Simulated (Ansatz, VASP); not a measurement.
# Si (Silicon) in two plane-wave programs, part 2 of 2

One calculation is typed for both programs; each brings its own data sets. How far apart do they land? The cell is taken from a series of VASP runs on this material, whose earlier steps may have relaxed, scaled or displaced it; both programs get it as it stands. Valence electrons are named where the data sets of a main pair hold unlike numbers.

VASP 6.6.1 and Ansatz 0.2.0.

So far. Step 2 (VASP: band structure, HSE06): The k-mesh is coarse for exact exchange; levels may shift by about 0.1 eV on a finer one.

## Step 3: Ansatz: band structure, HSE06

Level of this step: Ansatz beside VASP: Kohn-Sham DFT, plane waves, HSE06 (Ansatz).

Ansatz runs on its default PAW (the set named soft_2) files.

The same cell, functional, mesh and smearing now go to Ansatz, which takes its cutoff from its data sets.

The input, input.yaml:

```yaml
crystal:
  lattice:
    - [0.0, 2.71548, 2.71548]
    - [2.71548, 0.0, 2.71548]
    - [2.71548, 2.71548, 0.0]
  atoms:
    - { symbol: Si, position: [0.75, 0.75, 0.75] }
    - { symbol: Si, position: [0.5, 0.5, 0.5] }
hamiltonian:
  xc: { exchange: pbe, correlation: pbe, exx: { coeff: 0.25, omega: 0.2 } }
  pseudopotentials: { kind: paw }
kpoints:
  mp_grid: { grid: [5, 5, 5] }
  band_path:
    path:
      - [0.0, 0.0, 0.0]
      - [0.44444, 0.0, 0.44444]
      - [0.5, 0.0, 0.5]
      - [0.5, 0.22222, 0.72222]
      - [0.40278, 0.34722, 0.75]
      - [0.125, 0.125, 0.25]
      - [0.27778, 0.27778, 0.27778]
      - [0.55556, 0.38889, 0.55556]
      - [0.58333, 0.25, 0.66667]
      - [0.5, 0.30556, 0.69444]
      - [0.48611, 0.48611, 0.52778]
      - [0.625, 0.25, 0.625]
      - [0.5, 0.0, 0.5]
    npoints: 1
scf:
  occupations: { method: gaussian, width: 0.03 }
  n_extra_bands: 7
output:
  forces: true
  stress: true
  eigenvalues: true
```

The run is started by

```console
> ansatz run input.yaml --threads 4 --pin off --max-ram 9216MiB --backend cpu --events-out ev --progress --plain --runs-dir out
```

Numbers of over 12 decimals in the logs are rounded to 6 here.

Log:

```text
Warning: output.stress: scf.convergence.dr2_threshold = 1e-7 eV (the SCF's general default) is looser than the 2e-10 eV advised for a printed stress (1e-10 eV for each atom of the cell: 2). What an SCF threshold leaves in a stress goes as its square root, and in the free energy as the threshold itself, and one threshold admits the most on a small cell: [figures from the program's tests cut] Set scf.convergence.dr2_threshold to 2e-10 eV or tighter. The threshold is an SCF's pass mark: one that does not reach it within its budget of iterations ends unconverged, or closes short of it on a stop that the run arms, and scf.convergence.dr2_threshold's page says what that costs each kind of run
Warning: output.stress: scf.exx.energy_threshold = 1e-6 eV is looser than the 2e-8 eV advised for a stress under a hybrid functional (1e-8 eV for each atom of the cell: 2). Every SCF of the exchange loop can meet its threshold on dr2 while the loop round them stops early: no threshold on dr2 bounds what that leaves in the stress. Set scf.exx.energy_threshold to 2e-8 eV or tighter. The threshold is the loop's pass mark: a loop that does not reach it within its budget of cycles ends unconverged, and scf.exx.energy_threshold's page has the law
scf.n_extra_bands = 7 over 4 filled bands (N_el = 8.0): the run solves 11 bands
Engine: ansatz 0.2.0, x86_64-unknown-linux-gnu
Pseudopotentials: kind: paw
Pseudopotential: Si, paw, valence charge 4, recommended cutoff 420 eV (normal), Si.paw.azcp
Functional definition: unnamed
  parameter a_1 = 0.25
  parameter omega_1 = 0.2/angstrom
  exchange = pbe_x + (-a_1)*pbe_x_sr(omega_1) + a_1*exact_x_sr(omega_1)
  correlation = pbe_c
Crystal: 2 atoms, lattice volume = 40.047 Å³
Basis set: ecut = 420 eV, 749 PW (Γ), exchange–correlation on 54×54×54 points (8 copies of the dense FFT grid, shifted against one another)
Bands: 11, of which v1, the nominal top of the filled ones, is band 4 counted from 1 (3 counted from 0)
Symmetry: 48 space group operations
Space group: Fd-3m (ITA 227), of the structure as read, at distance tolerance 3.4e-5 Å
k-points: 10 of 125
Non-local potential: Si, projectors of the file, l = 0: 2, l = 1: 2, l = 2: 2
PAW form: soft (Blöchl's): semilocal exchange-correlation on the pseudo side does not see the compensation charge
PAW frozen core: Si, regenerated for the run's functional, and the local potential with it (the file was generated under x = pbe(κ = 0.804, μ = 0.219515), c = pbe(β = 0.066725))
PAW one-centre angular grid: Si, 110 points (default); XC on 64 Gauss nodes
Initial density: superposition of atomic densities (neutral atoms: chi_scale 0, normalization atom), corrected by the library's trained network
Initial wavefunctions: pseudopotential atomic-orbital guess
Functional: x = pbe(κ = 0.804, μ = 0.219515), c = pbe(β = 0.066725), warm-up for x = pbe(κ = 0.804, μ = 0.219515) + 0.25 (exact − pbe) at short range (hse, ω = 0.2 Å⁻¹), c = pbe(β = 0.066725)
SCF iter   1: F=—  HF=-1271.543065 eV  |F-HF|=—  |Δ(HF+E_count)|=         —  Δρ=6.84e-4  dr2=1.55e-4  ethr=1.77e-3  ⟨swp⟩=7.8  Hψ=556  notcnv=0
preconditioner: auto → none  [insulator: Δε(μ)=0.573 eV  Ē_g=11.848 eV  σ=0.030 eV  W_gap=1.00  n_scr=8 (ndim 8)  ℏωp=16.6 eV  f_vac=0.000  D(μ)=0.00/eV (n_scr^D=0)]
SCF iter   2: F=-1271.543213 eV  HF=-1271.543171 eV  |F-HF|=4.19e-5  |Δ(HF+E_count)|=   1.06e-4  Δρ=3.29e-4  dr2=2.61e-5  ethr=1.94e-6  ⟨swp⟩=4.1  Hψ=254  notcnv=0  defer=4
SCF 1 stopped early in 2 iterations: F = -1271.543213 eV  dr2 = 2.61e-5
  greatest PAW one-centre occupation: 0.631 electrons in one spin orbital (limit 2), on the Si atom at site 1 (counted from 0), in its partial waves of l = 0
Initial density: handed on by an earlier stage of this run
Initial wavefunctions: those handed on with the density
Functional: x = pbe(κ = 0.804, μ = 0.219515) + 0.25 (exact − pbe) at short range (hse, ω = 0.2 Å⁻¹), c = pbe(β = 0.066725)
Exchange kernel: α = 0.2500, screened, ω = 0.2000 Å⁻¹, Wigner–Seitz truncation, v(0) = 1124.1388 eV·Å³, q-mesh 5×5×5, nearest image of the exchange supercell L = 19.20 Å, pair-density grid 20×20×20, without the augmentation charges, whose exchange is taken in its separable form by FFT convolution over the k-point mesh (sized by the pseudopotential files, 24×24×24 at the most), smooth part of the exact exchange by density-matrix convolution
Frozen-core exchange: fock
SCF iter   1: F=—  HF=-1272.533129 eV  |F-HF|=—  |Δ(HF+E_count)|=         —  Δρ=3.04e-3  dr2=2.68e-3  ethr=3.26e-6  ⟨swp⟩=6.5  Hψ=525  notcnv=0
preconditioner: auto → none  [insulator: Δε(μ)=1.122 eV  Ē_g=13.377 eV  σ=0.030 eV  W_gap=1.00  n_scr=8 (ndim 8)  ℏωp=16.6 eV  f_vac=0.000  D(μ)=0.00/eV (n_scr^D=0)]
SCF iter   2: F=—  HF=-1272.532075 eV  |F-HF|=—  |Δ(HF+E_count)|=   1.05e-3  Δρ=1.40e-3  dr2=7.93e-4  ethr=3.26e-6  ⟨swp⟩=3.0  Hψ=191  notcnv=0
SCF iter   3: F=—  HF=-1272.534219 eV  |F-HF|=—  |Δ(HF+E_count)|=   2.14e-3  Δρ=4.04e-4  dr2=5.62e-5  ethr=3.26e-6  ⟨swp⟩=3.2  Hψ=195  notcnv=0
iter 4 solved again at ethr=3.81e-9 eV; its pass at ethr=5.22e-7 eV (dr2=3.05e-7 eV) is discarded
SCF iter   4: F=—  HF=-1272.534205 eV  |F-HF|=—  |Δ(HF+E_count)|=   1.46e-5  Δρ=3.78e-5  dr2=4.52e-6  ethr=3.81e-9  ⟨swp⟩=3.8  Hψ=428  notcnv=0
eigensolver tolerance schedule: the retry pair's looser diagonalisation over-reported the residual by 0.27 of it (diagonalisation noise at 0.27 of the residual, at the tolerance the schedule requests for it); recorded, not acted on — ethr = c·dr2/N_el stays at c = 1.0e-1
SCF iter   5: F=-1272.534232 eV  HF=-1272.534233 eV  |F-HF|=5.41e-7  |Δ(HF+E_count)|=   2.79e-5  Δρ=5.68e-5  dr2=1.22e-6  ethr=3.00e-9  ⟨swp⟩=4.2  Hψ=243  notcnv=0
SCF 2 stopped early in 5 iterations: F = -1272.534232 eV  dr2 = 1.22e-6
  greatest PAW one-centre occupation: 0.635 electrons in one spin orbital (limit 2), on the Si atom at site 1 (counted from 0), in its partial waves of l = 0
hybrid outer 1: dexx = +2.789e-3 eV, tail = 3.55e-6 eV
Exchange kernel: α = 0.2500, screened, ω = 0.2000 Å⁻¹, Wigner–Seitz truncation, v(0) = 1124.1388 eV·Å³, q-mesh 5×5×5, nearest image of the exchange supercell L = 19.20 Å, pair-density grid 20×20×20, without the augmentation charges, whose exchange is taken in its separable form by FFT convolution over the k-point mesh (sized by the pseudopotential files, 24×24×24 at the most), smooth part of the exact exchange by density-matrix convolution
Frozen-core exchange: fock
SCF iter   1: F=—  HF=-1272.534228 eV  |F-HF|=—  |Δ(HF+E_count)|=         —  Δρ=1.36e-5  dr2=3.75e-8  ethr=2.22e-7  ⟨swp⟩=3.6  Hψ=246  notcnv=0
preconditioner: auto → none  [insulator: Δε(μ)=1.167 eV  Ē_g=13.386 eV  σ=0.030 eV  W_gap=1.00  n_scr=8 (ndim 8)  ℏωp=16.6 eV  f_vac=0.000  D(μ)=0.00/eV (n_scr^D=0)]
SCF iter   2: F=-1272.534228 eV  HF=-1272.534228 eV  |F-HF|=1.08e-9  |Δ(HF+E_count)|=   1.35e-8  Δρ=6.97e-6  dr2=7.43e-9  ethr=4.45e-10  ⟨swp⟩=3.9  Hψ=205  notcnv=0
SCF 3 converged in 2 iterations: F = -1272.534228 eV  dr2 = 7.43e-9
  Residual-converged pass: ⟨swp⟩=2.9  Hψ=171  notcnv=0  max |occ|·‖R‖ = 2.4e-6 eV (tolerance 2.4e-6 eV)  dr2=7.45e-9  dr2_onsite=2.14e-10  max |Δocc| = 1.5e-173
hybrid outer 2: dexx = +2.077e-8 eV, tail = 1.56e-8 eV, Δε = 7.16e-4 eV (about 7.81e-5 eV left of the loop's levels)
NSCF: frozen V_eff on 13 k-points
hybrid SCF converged: 2 outer / 7 inner (+2 warm-up), last move |dexx| = 2.08e-8 eV, tail = 1.56e-8 eV
Stability not checked: this state was not tested for a lower state beside it, because the functional holds exact exchange (a hybrid, or Hartree-Fock), whose exchange loop this test does not read (fock_operator; see scf.lower_state_search)
Free energy (F): -1272.534228 eV
Frozen-core exchange: fock
Harris-Foulkes:  -1272.534228 eV  (|F-HF|=1.08e-9)
Internal energy: -1272.534228 eV  (E = F + TS)
E sigma→0 (E₀):  -1272.534228 eV
Fermi energy:    6.468756 eV
--- Per-component energies (eV) ---
  E_band       = 2.486385
  E_kinetic    = 81.175681
  E_local      = -53.931991  (includes V_loc(G=0)·N_el)
  E_nonlocal   = 50.640417
  E_hartree    = 15.048789
  E_xc         = -89.879952
  E_vxc        = -76.328131  (∫ρ·V_xc dr)
  E_exx        = -11.311337  (= α·E_x^exact, valence–valence)
  E_paw        = -1035.636636  (= ΣΔE_a)
  E_vpaw       = -6.544350  (= ΣTr[D̂ρ^β])
  E_aug_tail   = 0.000012  (compensation charges beyond the density's cutoff)
  E_ewald      = -228.520872
  E_core_change = -0.118339  (= ΣΔE_core)
  E_smearing   = -0.000000  (= −TS)
  E_closure    = 0.000000  (closes the sum)
  Σ components = -1272.534228   (vs F -1272.534228, Δ=0.00e0)
--- Forces (eV/Å), atoms counted from 1 ---
  atom   1  Si     0.00000000    -0.00000000     0.00000000
  atom   2  Si     0.00000000     0.00000000     0.00000000
  max |Σ_I F_I| component: 4.63e-17 eV/Å
--- Stress (GPa, compression-positive) ---
        0.662975       0.000000       0.000000
       -0.000000       0.662975       0.000000
        0.000000       0.000000       0.662975
  P = ⅓ Tr σ = 0.6630 GPa (6.630 kbar)
--- Band table (eV; the first three rows and the last of 10) ---
  k-point 0: bands = [-7.4006, 5.8854, 5.8854, 5.8854, 9.2256, 9.2256, 9.2256, 10.2382, ... 3 higher]
  k-point 1: bands = [-6.8269, 2.6292, 5.2707, 5.2707, 8.8781, 10.0777, 10.0777, 12.9952, ... 3 higher]
  k-point 2: bands = [-5.3111, -1.0427, 4.6548, 4.6548, 8.2393, 10.1192, 10.1192, 14.6478, ... 3 higher]
  k-point 9: bands = [-3.8912, -1.3700, 1.5481, 2.6406, 10.0636, 10.4115, 11.2565, 14.7910, ... 3 higher]
```

Elapsed: 7.8 s, on 4 threads of Intel Xeon 6975P-C (Granite Rapids), shared host; peak memory 0.59 GiB.

In the SCF lines HF is the Harris–Foulkes energy and dr2 the Hartree energy of the density residual, in eV; the loop may stop once dr2 is under the threshold and the program's other checks hold. Hψ counts applications of the Hamiltonian.

## Step 4: Differences

Known differences besides the potentials themselves: exact exchange at q = 0 is treated differently, which shows on coarse meshes; VASP keeps PBE cores, Ansatz makes them for the functional; the cutoff is 420 eV in Ansatz and 350 eV in VASP; VASP takes a coarser grid for exact exchange (PRECFOCK = Fast). Total energies have different zeros and are not compared.

Compared:

```tsv
quantity	Ansatz	VASP	difference
gap over the path points (eV)	1.170	1.183	-0.013
```

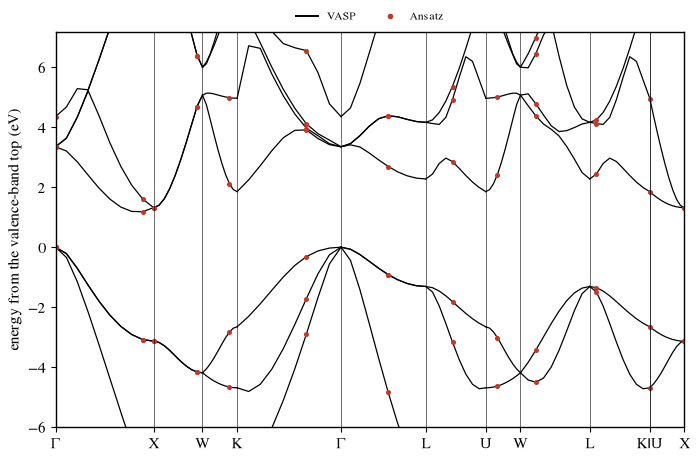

Bands from VASP (lines) and levels from Ansatz (dots). Dots without a line are higher empty bands that the VASP plot leaves out.

Levels at points of the path, from each program's valence-band top (eV; 4 filled, then empty):

```tsv
k (reciprocal lattice)	Ansatz	VASP
0.000 0.000 0.000	-13.29 0.00 0.00 0.00 3.34 3.34 3.34	-13.29 0.00 0.00 0.00 3.35 3.35 3.35
0.444 0.000 0.444	-9.59 -7.67 -3.08 -3.08 1.17 1.60 10.64	-9.59 -7.67 -3.08 -3.08 1.18 1.61 10.66
0.500 0.000 0.500	-8.66 -8.66 -3.14 -3.14 1.31 1.31 11.51	-8.67 -8.67 -3.14 -3.14 1.32 1.32 11.52
0.500 0.222 0.722	-8.49 -8.49 -4.17 -4.17 4.68 4.68 6.39	-8.49 -8.49 -4.16 -4.16 4.70 4.70 6.41
0.403 0.347 0.750	-9.10 -8.02 -4.67 -2.83 2.11 4.97 8.10	-9.10 -8.02 -4.67 -2.83 2.12 4.99 8.11
0.125 0.125 0.250	-12.69 -2.90 -1.72 -0.31 3.90 3.96 4.11	-12.69 -2.90 -1.72 -0.31 3.91 3.97 4.12
0.278 0.278 0.278	-12.20 -4.84 -0.92 -0.92 2.69 4.37 4.37	-12.20 -4.84 -0.91 -0.91 2.69 4.38 4.38
0.556 0.389 0.556	-10.33 -7.56 -3.17 -1.82 2.84 4.91 5.36	-10.34 -7.56 -3.17 -1.82 2.86 4.92 5.37
0.583 0.250 0.667	-9.06 -8.04 -4.64 -3.02 2.41 5.00 7.74	-9.06 -8.04 -4.63 -3.02 2.42 5.01 7.76
0.500 0.306 0.694	-9.28 -7.77 -4.51 -3.44 4.36 4.77 6.44	-9.28 -7.77 -4.51 -3.43 4.38 4.78 6.46
```

Among the levels compared at these points, filled levels agree within 6 meV and empty ones within 18 meV.

## Step 5: Summary of results

```json
{"largest difference of a filled level at the path points (band structure, HSE06)": "5.9 meV"}
```

In words: The largest difference of a filled level at the path points is 5.9 meV (band structure, HSE06), within the 80 meV picked in this series as the mark of a large difference. How closely two codes agree says nothing of how well the functional describes the real material.

[Lines on the potential files, build, host, timing and source positions are cut from VASP's logs without a mark.]

[Logs are printed without paths, hosts, clocks, repeated set-up lines and the standing remarks that a program may print on its own settings, such as how far it seeks lower states.]

[Hosts, paths, dates, database ids (printed as entryN), source tags and the programs' standing remarks are cut or masked in the printed files.]
